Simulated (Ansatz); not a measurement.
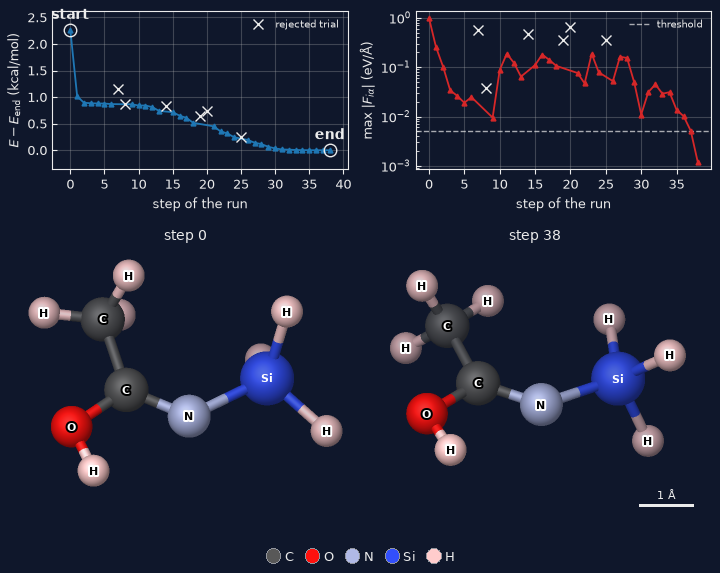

First and last geometry of a relaxation of C₂H₇NOSi, with the history of the run. Style: ball-and-stick. Shown at a tilt.

The start comes from PBE-D4/def2-SVP.

Theory: RKS PBE0-D4/def2-TZVP in Ansatz 0.2.0.

Input
```yaml
crystal:
  periodic: [false, false, false]
  atoms:
    - {symbol: C, position_ang: [-1.517785, -0.148338, 0.168755]}
    - {symbol: C, position_ang: [-0.203116, -0.293038, 0.897000]}
    - {symbol: O, position_ang: [-0.376129, -0.685966, 2.181368]}
    - {symbol: N, position_ang: [0.977038, -0.086728, 0.445068]}
    - {symbol: Si, position_ang: [1.433812, 0.430171, -1.158894]}
    - {symbol: H, position_ang: [-1.662957, 0.911001, -0.128155]}
    - {symbol: H, position_ang: [-1.499326, -0.747795, -0.763347]}
    - {symbol: H, position_ang: [-2.371044, -0.466768, 0.793673]}
    - {symbol: H, position_ang: [0.536265, -0.737012, 2.546162]}
    - {symbol: H, position_ang: [0.934090, 1.825428, -1.458411]}
    - {symbol: H, position_ang: [0.894894, -0.489833, -2.232495]}
    - {symbol: H, position_ang: [2.931258, 0.433678, -1.256624]}
basis:
  gaussian: {orbitals: def2-TZVP}
hamiltonian: {xc: pbe0, dispersion: d4}
relax: {f_tol: 0.005, max_steps: 150}
```

Command:
```bash
ansatz run in.yaml --threads 4 --pin off --events-out ev --progress --plain --max-ram 10444MiB
```

Did the run converge, and what did it change?

It converged. The atom that moves furthest after the best rigid fit is H8 (1.14 Å). By element the largest moves are H 1.14 Å, O 0.41 Å, N 0.28 Å, C 0.24 Å, Si 0.04 Å. Near-neighbour distances that change, for instance: N4–Si5 1.746 → 1.715 Å, Si5–H10 1.512 → 1.485 Å, C2–N4 1.280 → 1.259 Å, Si5–H11 1.513 → 1.495 Å. Among the angles between lasting bonds that change: C2–N4–Si5 127.8° → 132.4°, N4–Si5–H10 111.6° → 108.5°, H6–C1–H7 107.1° → 109.6°. Groups turn about N4–Si5 by about 55°, C1–C2 by about 55°. The energy falls by 2.26 kcal/mol in 32 accepted moves (38 points after the start). Largest force component: 0.99 eV/Å at the start, 0.0012 eV/Å at the end. The line search rejected the trial steps at points 7, 8, 14, 19, 20, 25 of the run. Cost: 2.1 min on 4 threads of Arm Neoverse V1, on a shared host.

| step | E − E(0), kcal/mol | largest force component, eV/Å | note |
| --- | --- | --- | --- |
| 0 | 0.00 | 0.9918 |  |
| 1 | -1.25 | 0.2535 |  |
| 2 | -1.37 | 0.1014 |  |
| 3 | -1.38 | 0.0340 |  |
| 4 | -1.38 | 0.0261 |  |
| 5 | -1.38 | 0.0190 |  |
| 6 | -1.40 | 0.0247 |  |
| 7 | -1.10 | 0.5576 | rejected |
| 8 | -1.40 | 0.0381 | rejected |
| 9 | -1.40 | 0.0095 |  |
| 10 | -1.42 | 0.0875 |  |
| 11 | -1.42 | 0.1874 |  |
| 13 | -1.52 | 0.0644 |  |
| 14 | -1.44 | 0.4709 | rejected |
| 16 | -1.61 | 0.1804 |  |
| 17 | -1.65 | 0.1403 |  |
| 19 | -1.61 | 0.3571 | rejected |
| 20 | -1.53 | 0.6371 | rejected |
| 22 | -1.91 | 0.0470 |  |
| 23 | -1.95 | 0.1868 |  |
| 25 | -2.02 | 0.3525 | rejected |
| 26 | -2.07 | 0.0521 |  |
| 28 | -2.15 | 0.1530 |  |
| 29 | -2.20 | 0.0498 |  |
| 31 | -2.25 | 0.0312 |  |
| 32 | -2.25 | 0.0448 |  |
| 34 | -2.26 | 0.0311 |  |
| 35 | -2.26 | 0.0137 |  |
| 37 | -2.26 | 0.0052 |  |
| 38 | -2.26 | 0.0012 |  |
